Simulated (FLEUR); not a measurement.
# 1 ML V on Ir(111), fcc site, 3 substrate layers: from one collinear state to anisotropy

Aim: the anisotropy of 1 ML V on Ir(111), fcc site, 3 substrate layers from single passes in the potential of one collinear state.

Main program and level: FLEUR MaX-R8.1; LDA (VWN); all-electron FLAPW film, Dirac cores, scalar-relativistic bands.

## 1. Starting point

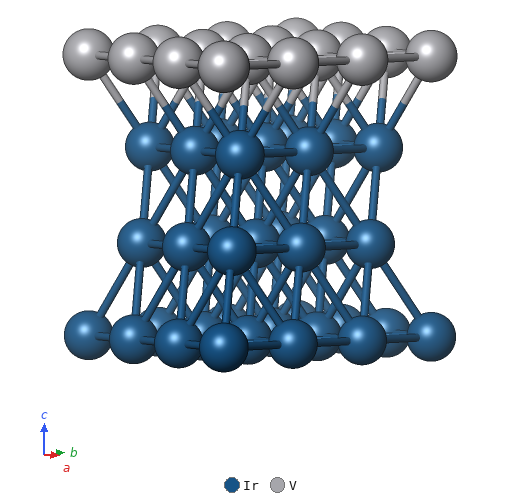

Start, viewed from the side, with the c axis up; iridium blue, vanadium grey. 3×3×1 cells are drawn. Some periodic images of atoms are drawn too.

The cell holds 4 atoms: 3 Ir and 1 V. Cell: a = 2.709 Å, b = 2.709 Å, c = 20.618 Å, α = 90.0°, β = 90.0°, γ = 120.0°. Pseudomorphic film on a typed substrate lattice, hard-sphere layer spacings, unrelaxed. Vacuum lies along c.

The step “antisymmetric exchange” was refused by the program and is left out.

## 2. Reference state

The force theorems are single passes in this state's potential, so it has to be converged first.

No symmetry is used, so that later steps may turn the spins freely; k and −k are joined. FLEUR takes the sheet as a true film: the images along c are dropped, heights are typed in bohr, and the vacuum on both sides is semi-infinite. inpgen writes inp.xml from crystal.txt; cutoffs, mixing, functional, smearing and local orbitals are then set in the file. The k list scf (kpts.xml, not shown) is a Γ-centred 14×14×1 mesh; where the ranks do not divide the number of points, some are split in two of half the weight. The seed on Ir dies away in this run, so the pattern is judged on the other seeded atoms.

The input, inp.xml:

```
<?xml version="1.0" encoding="UTF-8" standalone="no"?>
<fleurInput fleurInputVersion="0.39">
   <comment>
      VIr3
   </comment>
   <calculationSetup>
      <cutoffs Kmax="3.6" Gmax="14.4" GmaxXC="14.4" numbands="0"/>
      <scfLoop itmax="120" minDistance="0.00002" maxIterBroyd="15" imix="Anderson" alpha="0.03" precondParam="0.0" spinf="2.0" sdNocoIR="T"/>
      <coreElectrons ctail="F" frcor="F" kcrel="0" coretail_lmax="0"/>
      <xcFunctional name="vwn" relativisticCorrections="F"/>
      <magnetism jspins="2" l_noco="F" l_ss="F">
         <qss>0.0 0.0 0.0</qss>
         <mtNocoParams l_mperp="F" l_mtNocoPot="F" l_relaxSQA="F" mag_mixing_scheme="0" mix_RelaxWeightOffD="1.0" l_constrained="F" mix_constr="1.0"/>
         <sourceFreeMag l_sourceFree="F" l_scaleMag="F" mag_scale="1.0"/>
      </magnetism>
      <soc l_soc="F" theta="0.0" phi="0.0" spav="F"/>
      <expertModes spex="0" secvar="F"/>
      <geometryOptimization l_f="F" forcealpha="1.0" forcemix="BFGS" epsdisp="0.00001" epsforce="0.00001"/>
      <ldaU l_linMix="F" mixParam="0.05" spinf="1.0"/>
   </calculationSetup>
   <cell>
      <bzIntegration valenceElectrons="58.0" mode="gauss" fermiSmearingEnergy="0.00183747">
         <kPointListSelection listName="scf"/>
         <xi:include xmlns:xi="http://www.w3.org/2001/XInclude" href="kpts.xml"> </xi:include>
      </bzIntegration>
      <xi:include xmlns:xi="http://www.w3.org/2001/XInclude" href="sym.xml"> </xi:include>
      <filmLattice scale="1.0" dVac="18.15" dTilda="20.65">
         <bravaisMatrixFilm>
            <row-1>    5.1193957998309152     0.0000001793917010</row-1>
            <row-2>   -2.5596980552698421     4.4335267249784467</row-2>
         </bravaisMatrixFilm>
         <vacuumEnergyParameters vacuum="1" spinUp="-.25" spinDown="-.25"/>
         <vacuumEnergyParameters vacuum="2" spinUp="-.25" spinDown="-.25"/>
      </filmLattice>
   </cell>
   <atomSpecies>
      <species name="Iridium (I1.000" element="Ir" atomicNumber="77">
         <mtSphere radius="2.42" gridPoints="801" logIncrement="0.017"/>
         <atomicCutoffs lmax="10" lnonsphr="8"/>
         <electronConfig flipSpins="F">
            <coreConfig>(1s1/2) (2s1/2) (2p1/2) (2p3/2) (3s1/2) (3p1/2) (3p3/2) (4s1/2) (3d3/2) (3d5/2) (4p1/2) (4p3/2) (5s1/2) (4d3/2) (4d5/2) (4f5/2) (4f7/2)</coreConfig>
            <valenceConfig>(5p1/2) (5p3/2) (6s1/2) (5d3/2) (5d5/2)</valenceConfig>
            <stateOccupation state="(5d3/2)" spinUp="1.4" spinDown="1.4"/>
            <stateOccupation state="(5d5/2)" spinUp="2.6" spinDown="1.6"/>
         </electronConfig>
         <energyParameters s="6" p="6" d="5" f="5"/>
         <lo type="SCLO" l="1" n="5" eDeriv="0"/>
      </species>
      <species name="Vanadium (1.501" element="V" atomicNumber="23">
         <mtSphere radius="2.42" gridPoints="801" logIncrement="0.015"/>
         <atomicCutoffs lmax="10" lnonsphr="8"/>
         <electronConfig flipSpins="F">
            <coreConfig>(1s1/2) (2s1/2) (2p1/2) (2p3/2)</coreConfig>
            <valenceConfig>(3s1/2) (3p1/2) (3p3/2) (4s1/2) (3d3/2) (3d5/2)</valenceConfig>
            <stateOccupation state="(3d3/2)" spinUp="0.6" spinDown="0.6"/>
            <stateOccupation state="(3d5/2)" spinUp="1.6505" spinDown="0.1495"/>
         </electronConfig>
         <energyParameters s="4" p="4" d="3" f="4"/>
         <lo type="SCLO" l="0" n="3" eDeriv="0"/>
         <lo type="SCLO" l="1" n="3" eDeriv="0"/>
      </species>
   </atomSpecies>
   <atomGroups>
      <atomGroup species="Iridium (I1.000">
         <filmPos label="                   1">.0000000000 .0000000000 -6.2531129728</filmPos>
         <force calculate="T" relaxXYZ="TTT"/>
         <nocoParams  alpha="0.0" beta="0.0"/>
      </atomGroup>
      <atomGroup species="Iridium (I1.000">
         <filmPos label="                   2">-1.000/3.000 1.000/3.000 -2.0731498226</filmPos>
         <force calculate="T" relaxXYZ="TTT"/>
         <nocoParams  alpha="0.0" beta="0.0"/>
      </atomGroup>
      <atomGroup species="Iridium (I1.000">
         <filmPos label="                   3">1.000/3.000 -1.000/3.000 2.1068133277</filmPos>
         <force calculate="T" relaxXYZ="TTT"/>
         <nocoParams  alpha="0.0" beta="0.0"/>
      </atomGroup>
      <atomGroup species="Vanadium (1.501">
         <filmPos label="                   4">.0000000000 .0000000000 6.2531129728</filmPos>
         <force calculate="T" relaxXYZ="TTT"/>
         <nocoParams  alpha="0.0" beta="0.0"/>
      </atomGroup>
   </atomGroups>
   <output dos="F" band="F" slice="F">
      <bandDOS minEnergy="-.5*Htr" maxEnergy="0.5*Htr" sigma="0.015" storeEVData="T"/>
      <plotting iplot="0" polar="F">
         <plot TwoD="T" vec1="  1.0  0.0  0.0" vec2="  0.0  1.0  0.0" vec3="  0.0  0.0  1.0" zero="  0.0  0.0 -0.5" file="plot"/>
      </plotting>
      <moessbauerParams electricFieldGradient="F" isomerShift="F" coreHyperfine="F" valenceHyperfine="F"/>
   </output>
</fleurInput>
```

The input, crystal.txt:

```
VIr3
&input film=T cartesian=F /
2.70906759090  0.00000009493  0.00000000000
-1.35453387766  2.34612130682  0.00000000000
0.00000000000  0.00000000000  1.00000000000
1.8897261246
1.0 1.0 1.0

4
77 0.00000000000  0.00000000000  -6.25311297282 : 1.000
77 0.66666666667  0.33333333333  -2.07314982255 : 1.000
77 0.33333333333  0.66666666667  2.10681332772 : 1.000
23 0.00000000000  0.00000000000  6.25311297282 : 1.501

&kpt div1=14 div2=14 div3=1 gamma=T /
```

On the command line:

```console
$ OMP_NUM_THREADS=1 inpgen -f crystal.txt -nosym -noco > inpgen.log  # inp.xml is then edited as shown
$ OMP_NUM_THREADS=1 mpirun -n 4 fleur_MPI > fleur.log
```

Output:

```text
Welcome to FLEUR        (www.flapw.de)
      MaX-Release 8.1          (www.max-centre.eu)

 ========== k-point set info ==========
 Selected k-point list: scf
 k-point list type: mesh
 0 x 0 x 0
 Number of k points: 100

 ------------Calculation Setup---------------------------
 Number of MPI-tasks      :            4
 Number of PE/node        :            4
 Number of OMP-threads    :            1
 k-points in parallel     :            4
 pe's per k-point         :            1
 No of k-point loops      :           25
 Eigenvalue solver        :       lapack
 Number of basis functions:          412
 Approximate size of matrices (H+S) per k-point:         0.005 GB
 --------------------------------------------------------
 Iteration:     1   Distance:      26.70225022 me/bohr^3
 Iteration:     2   Distance:      41.76716257 me/bohr^3
 Iteration:     3   Distance:      17.11036189 me/bohr^3
 Iteration:     4   Distance:      13.65441640 me/bohr^3
 Iteration:     5   Distance:      15.55441175 me/bohr^3
 Iteration:     6   Distance:       9.93110756 me/bohr^3
 Iteration:     7   Distance:       9.15739904 me/bohr^3
 Iteration:     8   Distance:       8.42089257 me/bohr^3
 Iteration:     9   Distance:       6.97401977 me/bohr^3
 Iteration:    10   Distance:       8.49068544 me/bohr^3
[... 51 iterations left out ...]
 Iteration:    62   Distance:       0.00071611 me/bohr^3
 Iteration:    63   Distance:       0.00060649 me/bohr^3
 Iteration:    64   Distance:       0.00038202 me/bohr^3
 Iteration:    65   Distance:       0.00037970 me/bohr^3
 Iteration:    66   Distance:       0.00015992 me/bohr^3
 Iteration:    67   Distance:       0.00019903 me/bohr^3
 Iteration:    68   Distance:       0.00018723 me/bohr^3
 Iteration:    69   Distance:       0.00011233 me/bohr^3
 Iteration:    70   Distance:       0.00002092 me/bohr^3
 Iteration:    71   Distance:       0.00000645 me/bohr^3

 ********************************************************************
 Run finished successfully
 Stop message:
   all done
 ********************************************************************

--- out.xml (last complete iteration) ---
<iteration numberForCurrentRun="   71" overallNumber="   71">
         [... left out ...]
         <FermiEnergy value="-0.1870185195" units="Htr"/>
         <valenceDensity>
            <mtCharges spin="1">
               <mtCharge atomType="1" total="6.5393111" s="0.2309825" p="3.1433034" d="3.1327787" f="0.0251170"/>
               <mtCharge atomType="2" total="6.6149819" s="0.2301378" p="3.1838791" d="3.1536749" f="0.0376132"/>
               <mtCharge atomType="3" total="6.6181643" s="0.2408742" p="3.1864254" d="3.1519907" f="0.0305719"/>
               <mtCharge atomType="4" total="5.9663336" s="1.1697706" p="3.1276795" d="1.6518183" f="0.0131140"/>
            </mtCharges>
            <mtCharges spin="2">
               <mtCharge atomType="1" total="6.5607678" s="0.2309821" p="3.1435066" d="3.1539831" f="0.0251554"/>
               <mtCharge atomType="2" total="6.6261273" s="0.2297567" p="3.1836263" d="3.1652347" f="0.0378020"/>
               <mtCharge atomType="3" total="6.6335341" s="0.2414627" p="3.1859530" d="3.1675949" f="0.0303524"/>
               <mtCharge atomType="4" total="5.6778970" s="1.1637213" p="3.1046213" d="1.3937756" f="0.0121050"/>
            </mtCharges>
            <spinDependentCharge spin="1" total="29.1729118" interstitial="3.2846063" mtSpheres="25.7387910" vacuum1="0.0816963" vacuum2="0.0678182"/>
            <spinDependentCharge spin="2" total="28.8270884" interstitial="3.2074771" mtSpheres="25.4983262" vacuum1="0.0532579" vacuum2="0.0680272"/>
            <totalCharge value="58.0000001308"/>
         </valenceDensity>
         [... left out ...]
         <allElectronCharges>
            <spinDependentCharge spin="1" total="127.1729118" interstitial="3.2886343" mtSpheres="123.7347630" vacuum1="0.0816963" vacuum2="0.0678182"/>
            <spinDependentCharge spin="2" total="126.8270884" interstitial="3.2115056" mtSpheres="123.4942977" vacuum1="0.0532579" vacuum2="0.0680272"/>
            <totalCharge value="254.0000001668"/>
         </allElectronCharges>
         <magneticMomentsInMTSpheres units="muBohr">
            <globalMagMoment atomType="1" vec="0.00000   0.00000  -0.02146"/>
            <localMagMoment atomType="1" vec="0.00000   0.00000  -0.02146"/>
            <globalMagMoment atomType="2" vec="0.00000   0.00000  -0.01115"/>
            <localMagMoment atomType="2" vec="0.00000   0.00000  -0.01115"/>
            <globalMagMoment atomType="3" vec="0.00000   0.00000  -0.01537"/>
            <localMagMoment atomType="3" vec="0.00000   0.00000  -0.01537"/>
            <globalMagMoment atomType="4" vec="0.00000   0.00000   0.28844"/>
            <localMagMoment atomType="4" vec="0.00000   0.00000   0.28844"/>
         </magneticMomentsInMTSpheres>
         <moessbauerParams unitsHFF="kG" unitsIS="e/bohr^3" unitsEFG="Htr/bohr^2">
         </moessbauerParams>
         <totalEnergy value="   -54491.7254569521" units="Htr">
            <sumOfEigenvalues value="   -33561.0185649252">
               <coreElectrons value="-33500.4363154812"/>
               <valenceElectrons value="-60.5822494440"/>
            </sumOfEigenvalues>
            <densityCoulombPotentialIntegral value="-94123.5894702027"/>
            <densityEffectivePotentialIntegral value="-95531.4097387677"/>
            <chargeDenXCDenIntegral value="-1060.6625744492"/>
            <FockExchangeEnergyValence value="0.0000000000"/>
            <FockExchangeEnergyCore value="0.0000000000"/>
            <atomTypeDependentContributions atomType="1">
               <electronNucleiInteractionDifferentMTs value="22382.4462963091"/>
               <MadelungTerm value="-21.3325443995"/>
            </atomTypeDependentContributions>
            <atomTypeDependentContributions atomType="2">
               <electronNucleiInteractionDifferentMTs value="22385.1196625507"/>
               <MadelungTerm value="-18.0610080198"/>
            </atomTypeDependentContributions>
            <atomTypeDependentContributions atomType="3">
               <electronNucleiInteractionDifferentMTs value="22385.3194643853"/>
               <MadelungTerm value="-18.1200136998"/>
            </atomTypeDependentContributions>
            <atomTypeDependentContributions atomType="4">
               <electronNucleiInteractionDifferentMTs value="1125.2969404848"/>
               <MadelungTerm value="-3.9633913950"/>
            </atomTypeDependentContributions>
            <tkbTimesEntropy value="0.0000000000"/>
            <freeEnergy value="-54491.7254569521"/>
            <extrapolationTo0K value="-54491.7254569521"/>
         </totalEnergy>
         <densityConvergence units="me/bohr^3">
            <chargeDensity spin="1" distance="0.0000036791"/>
            <chargeDensity spin="2" distance="0.0000040513"/>
            <overallChargeDensity distance="0.0000042742"/>
            <spinDensity distance="0.0000064521"/>
         </densityConvergence>
      </iteration>
```

It took 20 min on 4 MPI ranks of Intel Xeon Platinum 8259CL at 2.50GHz (Skylake/Cascade Lake), shared host; peak memory 1.5 GiB.

Spin moment in the muffin-tin sphere by atom:

```tsv
atom	spin moment in the muffin-tin sphere (μB)
Ir1	-0.021
Ir2	-0.011
Ir3	-0.015
V4	0.288
```

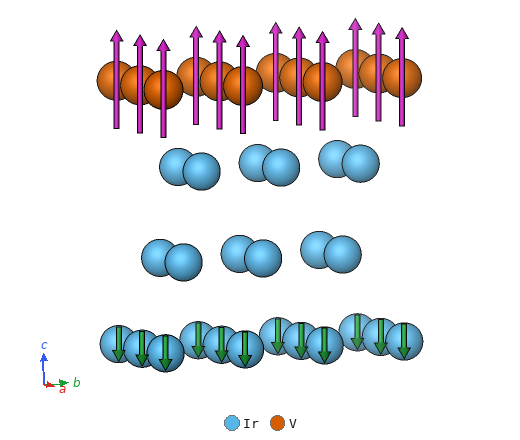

Spin moment in the muffin-tin sphere as arrows, the longest 0.288 μB. Up and down stand for the sign. Arrows give size and sign along the axis of quantisation, drawn up and down the page. Each arrow also spans its atom, so small moments look longer than they are. The two directions have two colours. 2×3×1 cells are drawn. Some periodic images of atoms are drawn too.

Read from the output:

- free energy: -1482795.3886 eV
- program's band gap on this mesh (in a metal only a level spacing): 0 eV
- magnetization: 0.3458 μB
- final state: ferromagnetic

After 71 cycles the largest moment stands at 0.288 μB.

## 3. Anisotropy by the force theorem, rung 1

Anisotropy is a small difference, so it is taken from sums over occupied states at a frozen potential, where most errors cancel.

One pass with spin–orbit coupling for each direction, from the saved density. The k list mae (kpts.xml, not shown) is a Γ-centred 20×20×1 mesh.

Edit inp.xml of step 2 so:

```diff
@@ -6,4 +6,4 @@
    <calculationSetup>
-      <cutoffs Kmax="3.6" Gmax="14.4" GmaxXC="14.4" numbands="0"/>
-      <scfLoop itmax="120" minDistance="0.00002" maxIterBroyd="15" imix="Anderson" alpha="0.03" precondParam="0.0" spinf="2.0" sdNocoIR="T"/>
+      <cutoffs Kmax="3.6" Gmax="14.4" GmaxXC="14.4" numbands="90"/>
+      <scfLoop itmax="1" minDistance="0.00002" maxIterBroyd="15" imix="Anderson" alpha="0.03" precondParam="0.0" spinf="2.0" sdNocoIR="T"/>
       <coreElectrons ctail="F" frcor="F" kcrel="0" coretail_lmax="0"/>
@@ -15,3 +15,3 @@
       </magnetism>
-      <soc l_soc="F" theta="0.0" phi="0.0" spav="F"/>
+      <soc l_soc="T" theta="0.0" phi="0.0" spav="F"/>
       <expertModes spex="0" secvar="F"/>
@@ -22,3 +22,3 @@
       <bzIntegration valenceElectrons="58.0" mode="gauss" fermiSmearingEnergy="0.00183747">
-         <kPointListSelection listName="scf"/>
+         <kPointListSelection listName="mae"/>
          <xi:include xmlns:xi="http://www.w3.org/2001/XInclude" href="kpts.xml"> </xi:include>
@@ -91,2 +91,5 @@
    </output>
+   <forceTheorem>
+      <MAE theta="0.0 1.5707963 1.5707963" phi="0.0 0.0 1.5707963"/>
+   </forceTheorem>
 </fleurInput>
```

On the command line:

```console
$ OMP_NUM_THREADS=1 mpirun -n 4 fleur_MPI -warn_only > fleur.log
```

Output:

```text
[banner, memory and clock lines left out]
Welcome to FLEUR        (www.flapw.de)
      MaX-Release 8.1          (www.max-centre.eu)

 ========== k-point set info ==========
 Selected k-point list: mae
 k-point list type: mesh
 0 x 0 x 0
 Number of k points: 400

 [... set-up left out ...]
 ********************************************************************
 Run finished successfully
 Stop message:
   Forcetheorem MAE
 ********************************************************************

--- out.xml (force theorem) ---
<Forcetheorem_MAE Angles="3" units="Htr">
            <Angle theta="0.0000000" phi="0.0000000" ev-sum="-60.683174073"/>
            <Angle theta="1.5707963" phi="0.0000000" ev-sum="-60.683183671"/>
            <Angle theta="1.5707963" phi="1.5707963" ev-sum="-60.683183686"/>
         </Forcetheorem_MAE>
```

It took 3 min on 4 MPI ranks; peak memory 1.5 GiB.

Anisotropy energies, by row:

```tsv
axis	x	y	z	band energy less the first axis' (meV a cell)
z	0	0	1	0
x	1	0	0	-0.2612
y	0	1	0	-0.2616
```

Shape anisotropy is not in these numbers.

## 4. Anisotropy by the force theorem, rung 2

A second rung shows how far the first can be trusted.

The k list mae (kpts.xml, not shown) is a Γ-centred 27×27×1 mesh.

Edit inp.xml of step 3 so:

```diff
@@ -6,3 +6,3 @@
    <calculationSetup>
-      <cutoffs Kmax="3.6" Gmax="14.4" GmaxXC="14.4" numbands="90"/>
+      <cutoffs Kmax="3.6" Gmax="14.4" GmaxXC="14.4" numbands="170"/>
       <scfLoop itmax="1" minDistance="0.00002" maxIterBroyd="15" imix="Anderson" alpha="0.03" precondParam="0.0" spinf="2.0" sdNocoIR="T"/>
```

Output:

```text
[banner, memory and clock lines left out]
Welcome to FLEUR        (www.flapw.de)
      MaX-Release 8.1          (www.max-centre.eu)

 ========== k-point set info ==========
 Selected k-point list: mae
 k-point list type: mesh
 0 x 0 x 0
 Number of k points: 732

 [... set-up left out ...]
 ********************************************************************
 Run finished successfully
 Stop message:
   Forcetheorem MAE
 ********************************************************************

--- out.xml (force theorem) ---
<Forcetheorem_MAE Angles="3" units="Htr">
            <Angle theta="0.0000000" phi="0.0000000" ev-sum="-60.715976953"/>
            <Angle theta="1.5707963" phi="0.0000000" ev-sum="-60.715980575"/>
            <Angle theta="1.5707963" phi="1.5707963" ev-sum="-60.715980650"/>
         </Forcetheorem_MAE>
```

Run time: 12 min. Hardware: 4 MPI ranks; peak memory 3.8 GiB.

Anisotropy energies, by row:

```tsv
axis	x	y	z	band energy less the first axis' (meV a cell)
z	0	0	1	0
x	1	0	0	-0.09856
y	0	1	0	-0.1006
```

## 5. Outcome

| Property | Result |
| --- | --- |
| reference state | ferromagnetic |
| largest sphere moment | 0.288 μB |
| easy direction of those tried | not resolved |
| energy along x less z, force theorem | -0.0986 meV a primitive cell |

The lowest directions differ by less than these runs resolve; shape anisotropy is not included. The difference for the second direction goes from -0.26 meV (mesh 20×20×1, 90 states, 12 min of CPU time) to -0.099 meV (mesh 27×27×1, 170 states, 48 min), so it is not converged. The state was typed, and no other order was converged beside it, so it need not be the ground state. The smearing is not Fermi–Dirac, so its width is no temperature. A substrate of 3 unrelaxed layers is a model; thickness and relaxation can move these numbers.

[Logs and program files are shortened in this print: banners, set-up blocks, solver, clock and traceback lines can be left out without a mark of their own.]

[Logs are printed without paths, hosts, clocks, repeated set-up lines and the standing remarks that a program may print on its own settings, such as how far it seeks lower states.]

[Hosts, paths, dates, database ids (printed as entryN), source tags and the programs' standing remarks are cut or masked in the printed files.]

[Where a cell is said to come from a database of computed structures, the database is the Materials Project.]
